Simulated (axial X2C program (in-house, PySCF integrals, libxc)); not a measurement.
# A two-component session on TaBr⁺: EOM-IP-CCSD levels

Aim: EOM-IP-CCSD levels of TaBr⁺, with spin–orbit coupling in the Hamiltonian from the start.

Computed with an in-house X2C program for linear molecules on PySCF integrals. Level: two-component X2C with atomic mean-field terms, Ta dyall-cv3z, Br dyall-cv3z.

All values are calculated.

### Step 1. Input

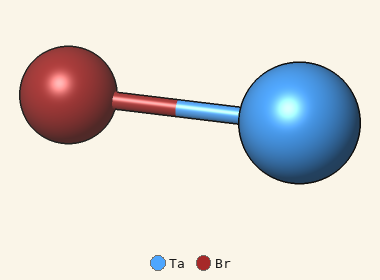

The two atoms at 2.600 Å (tantalum blue, bromine red).

Contents of task.json:

```json
{
 "zs": [
  73,
  35
 ],
 "q": 1,
 "bas": [
  "dyall-cv3z",
  "dyall-cv3z"
 ],
 "r0": 2.6,
 "eom": "ip",
 "rq": 0,
 "thr": -2.0,
 "nmax": 95,
 "grid": [
  1,
  0.96,
  1.045,
  0.92,
  1.09,
  1.15
 ]
}
```

Keys: zs atomic numbers; q charge; bas basis sets; r0 starting distance in Å; eom kind of EOM run; thr threshold in hartree for freezing inner shells (an s shell follows its p shell); nmax most natural virtual spinors; grid distances as factors.

On the command line:

```console
> python soeom.py task.json out
```

Nuclei are Gaussian, cores are contracted, and the Gaunt term is on.

### Step 2. EOM-IP-CCSD at 2.427 Å

Reference: the closed shell TaBr; 20 electrons correlated, 82 virtual spinors; roots sought by Ω: 1/2: 4, 3/2: 3, 5/2: 1.

Output:

```text
two-component X2C + atomic mean field  HF
basis functions 287  fitting functions 1481  grid points 5800
iter        total energy     max residual
   1     -18202.015093671     6.11e-01
   2     -18202.072743727     2.50e-02
   3     -18202.074174309     2.82e-02
   4     -18202.077199710     1.74e-03
   5     -18202.077387482     7.85e-04
   6     -18202.077446374     4.50e-04
   7     -18202.077494121     4.08e-04
   8     -18202.077528951     3.66e-04
   9     -18202.077564550     2.90e-04
  10     -18202.077593281     1.85e-04
  11     -18202.077600536     1.39e-04
  12     -18202.077606684     7.76e-05
  13     -18202.077609003     2.37e-05
  14     -18202.077609067     1.59e-05
  15     -18202.077609094     1.18e-05
  16     -18202.077609112     9.56e-06
  17     -18202.077609130     6.89e-06
  18     -18202.077609149     4.24e-06
  19     -18202.077609161     1.79e-06
  20     -18202.077609164     4.78e-07
  21     -18202.077609164     1.65e-07
converged
one-electron -26133.47462380  Coulomb 7795.40813914  exact exchange -406.75700475  xc functional 0.00000000  nuclear repulsion 557.08602138  atomic mean-field constant -14.34014114
correlated 20  virtual 330  natural virtual 82  E(MP2) -0.524475724  MP2 remainder -0.079439819
iter   CCSD correlation   residual
   1     -0.449506738   1.70e-01
   2     -0.461714278   9.17e-02
   3     -0.467162330   5.61e-02
   4     -0.467316814   2.83e-02
   5     -0.467929338   1.59e-02
   6     -0.468170733   7.26e-03
   7     -0.468200231   3.40e-03
   8     -0.468258985   1.98e-03
   9     -0.468215895   1.24e-03
  10     -0.468236899   6.74e-04
  11     -0.468227729   3.33e-04
  12     -0.468230992   1.70e-04
  13     -0.468231579   1.00e-04
  14     -0.468231311   6.87e-05
  15     -0.468231180   4.90e-05
  16     -0.468230932   3.37e-05
  17     -0.468230755   2.21e-05
  18     -0.468230697   1.55e-05
  19     -0.468230538   1.13e-05
  20     -0.468230598   8.35e-06
  21     -0.468230552   6.28e-06
  22     -0.468230603   5.00e-06
  23     -0.468230639   4.06e-06
  24     -0.468230639   2.98e-06
(T) -0.021520095  T1 0.0235  D1 0.0411  max T2 0.105
EOM-IP-CCSD roots
2*Omega      energy/Eh   energy/eV  one-particle weight
    1       0.28390088      7.7253      0.906
    1       0.38061773     10.3571      0.003
    1       0.39455826     10.7365      0.015
    1       0.40813921     11.1060      0.049
    3       0.29044470      7.9034      0.891
    3       0.36925719     10.0480      0.000
    3       0.38250988     10.4086      0.003
    5       0.39505583     10.7500      0.000
```

T1 in the output is the amplitude norm over the root of the electron number; divide by √2 for the Lee–Taylor value.

```csv
Ω,vertical IE (eV),above lowest (cm⁻¹),spinor,weight
1/2,7.725,0,"67% Ta sσ, 19% Ta dσ, 7% Ta pσ",0.91
3/2,7.903,1440,"77% Ta dδ, 17% Ta dπ",0.89
```

Wall time 15 s (1 thread of AMD EPYC 9R45 (Zen 5), shared host); peak memory 1.2 GiB.

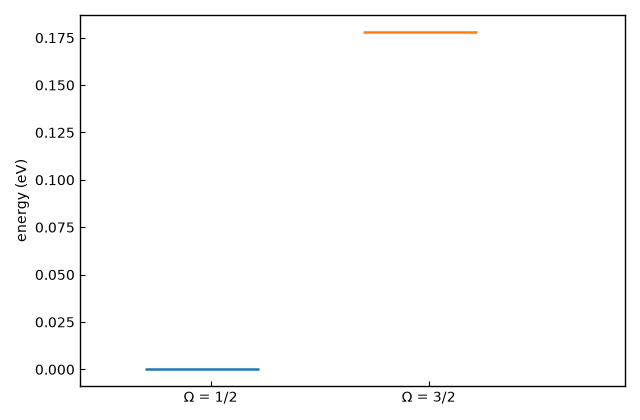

The roots by Ω, from the lowest.

### Step 3. EOM-IP-CCSD at 2.330 Å

```csv
Ω,vertical IE (eV),above lowest (cm⁻¹),spinor,weight
1/2,7.581,0,"67% Ta sσ, 20% Ta dσ, 6% Ta pσ",0.91
3/2,7.682,820,"80% Ta dδ, 15% Ta dπ",0.90
```

Wall time 18 s (1 thread of AMD EPYC 9R45 (Zen 5), shared host); peak memory 1.3 GiB.

### Step 4. EOM-IP-CCSD at 2.536 Å

```csv
Ω,vertical IE (eV),above lowest (cm⁻¹),spinor,weight
1/2,7.887,0,"67% Ta sσ, 18% Ta dσ, 7% Ta pσ",0.90
3/2,8.137,2020,"75% Ta dδ, 19% Ta dπ",0.88
1/2,11.000,25110,"77% Br pπ, 8% Ta dπ",0.73
```

Run time: 17 s. Hardware: 1 thread of AMD EPYC 9R45 (Zen 5), shared host; peak memory 1.3 GiB.

### Step 5. EOM-IP-CCSD at 2.233 Å

```csv
Ω,vertical IE (eV),above lowest (cm⁻¹),spinor,weight
1/2,7.440,0,"67% Ta sσ, 21% Ta dσ",0.91
3/2,7.451,90,"82% Ta dδ, 13% Ta dπ",0.90
```

Wall time 16 s (1 thread of AMD EPYC 9R45 (Zen 5), shared host); peak memory 1.3 GiB.

### Step 6. EOM-IP-CCSD at 2.645 Å

```csv
Ω,vertical IE (eV),above lowest (cm⁻¹),spinor,weight
1/2,8.045,0,"67% Ta sσ, 17% Ta dσ, 7% Ta pσ",0.90
3/2,8.352,2470,"72% Ta dδ, 20% Ta dπ",0.88
3/2,10.465,19520,"79% Br pπ, 9% Ta dπ",0.82
1/2,10.675,21210,"80% Br pπ, 7% Ta dπ",0.83
```

Wall time 14 s (1 thread of AMD EPYC 9R45 (Zen 5), shared host); peak memory 1.3 GiB.

### Step 7. EOM-IP-CCSD at 2.791 Å

```csv
Ω,vertical IE (eV),above lowest (cm⁻¹),spinor,weight
1/2,8.245,0,"66% Ta sσ, 17% Ta dσ, 7% Ta pσ",0.90
3/2,8.607,2920,"69% Ta dδ, 22% Ta dπ, 8% Br pπ",0.87
3/2,10.090,14880,"80% Br pπ, 9% Ta dπ",0.91
1/2,10.273,16360,82% Br pπ,0.89
```

Wall time 17 s (1 thread of AMD EPYC 9R45 (Zen 5), shared host); peak memory 1.3 GiB.

### Step 8. Curves of the states

Energies in eV from the lowest point of the lowest state; states are followed by energy order within each Ω.

```csv
R (Å),(1)Ω=1/2,(1)Ω=3/2
2.233,0.0856,0.0974
2.330,0.0000,0.1012
2.427,0.1023,0.2804
2.536,0.3635,0.6134
2.645,0.7193,1.0261
2.791,1.2693,1.6313
```

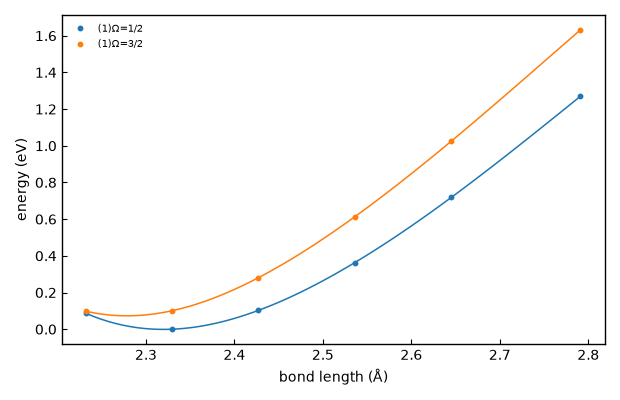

The states along the bond.

Constants where the minimum is well bracketed (masses 180.948 and 78.918 u):

```csv
state,Te (cm⁻¹),Re (Å),ωe (cm⁻¹)
(1)Ω=1/2,0,2.319,319
```

### Step 9. Outcome

```
                     quantity                            value
       lowest root at 2.427 Å                Ω = 1/2, 7.725 eV
next root led by one particle  Ω = 3/2, about 1440 cm⁻¹ higher
          T1 of the reference                            0.017
      lowest state, Re and ωe                2.319 Å, 319 cm⁻¹
```

**Reading.** Removing an electron from the reference determinant of TaBr costs 7.73 eV and empties a spinor of 67% Ta sσ, 19% Ta dσ, 7% Ta pσ. The closed-shell reference lies 0.56 eV above the lowest determinant found, so these energies count from an excited configuration. Errors of 0.1 to 0.3 eV are usual at this size, and roots led by higher excitations are left out, so the list is incomplete, and low states of that kind can be missing. The bond is 0.086 Å shorter than in the closed-shell reference at CCSD (2.405 Å).
